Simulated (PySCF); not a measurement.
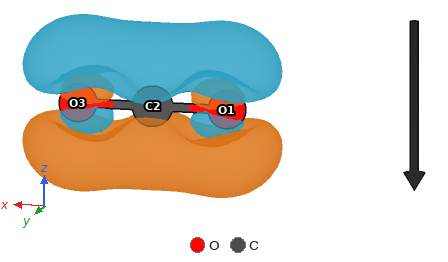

*CO2, SMILES `O=C=O`. Change of the electron density in a uniform field of 0.21 V/Å along −z (arrow), surfaces at ±0.001 e/Å³ (light blue: gain, orange: loss).*

Computed with PySCF, TPSSh/def2-SVPD, geometry: GFN2-xTB. No frequency check shows the geometry to be a minimum.

The calculation's input:

```python
import numpy as np
from pyscf import gto, scf, dft
from pyscf.scf import atom_ks, atom_hf
from scipy.linalg import block_diag

def solve(mol, dm0=None, hcore=None):
    mf = (dft.UKS if mol.spin else dft.RKS)(mol, xc='tpssh')
    mf.grids.level = 3
    mf = mf.density_fit(auxbasis='def2-universal-jkfit')
    mf.conv_tol, mf.max_cycle = 1e-8, 80
    if hcore is not None:
        mf.get_hcore = lambda *args: hcore
    mf.kernel(dm0)
    if not mf.converged:
        mf = mf.newton().run(mf.mo_coeff, mf.mo_occ, max_cycle=30)
    assert mf.converged, 'SCF not converged'
    return mf

mol = gto.M(atom='''
O     -1.14366     0.00005     0.00000
C      0.00000    -0.00013     0.00000
O      1.14366     0.00005     0.00000
''', basis='def2-svpd', charge=0, spin=0, verbose=4)
field = np.array([-0.0, -0.0, -0.004])  # atomic units
mol.set_common_orig(mol.atom_charges() @ mol.atom_coords() / mol.atom_charges().sum())
mf = solve(mol)
out = dict(dm0=mf.make_rdm1(), d0=mf.dip_moment(unit='AU'), e0=mf.e_tot)
for name, sign in (('p', 1), ('m', -1)):
    h = mf.get_hcore() + sign * np.einsum('x,xij->ij', field, mol.intor('int1e_r'))
    mi = solve(mol, mf.make_rdm1(), h)
    out.update({'dm' + name: mi.make_rdm1(), 'd' + name: mi.dip_moment(unit='AU'), 'e' + name: mi.e_tot})
# spherically averaged free atoms, for the promolecule
atm = atom_ks.get_atm_nrks(mol, xc='tpssh')
pro = block_diag(*[(atm[a[0]][2] * atm[a[0]][3]) @ atm[a[0]][2].T for a in mol._atom])
np.savez('result.npz', pro=pro, **out)
```

Launched as:

```sh
OMP_NUM_THREADS=1 python input.py
```

The run took 4.9 s on 1 thread of AMD EPYC 9R45 96-Core Processor (Zen 5) (shared host), peak memory 0.25 GiB.

Partitions, critical points and surface values were worked out afterwards from this run's density.

How large is the response?

The induced dipole is 0.13 D (along the field); α along this axis, from the fields in both directions, is 12 bohr³ (1.8 Å³).

Which atoms gain and lose the most charge?

Hardly any: no atom's Hirshfeld charge changes by as much as 0.002 e. The density shifts from one side of each atom to the other; 0.017 electrons are displaced in all.
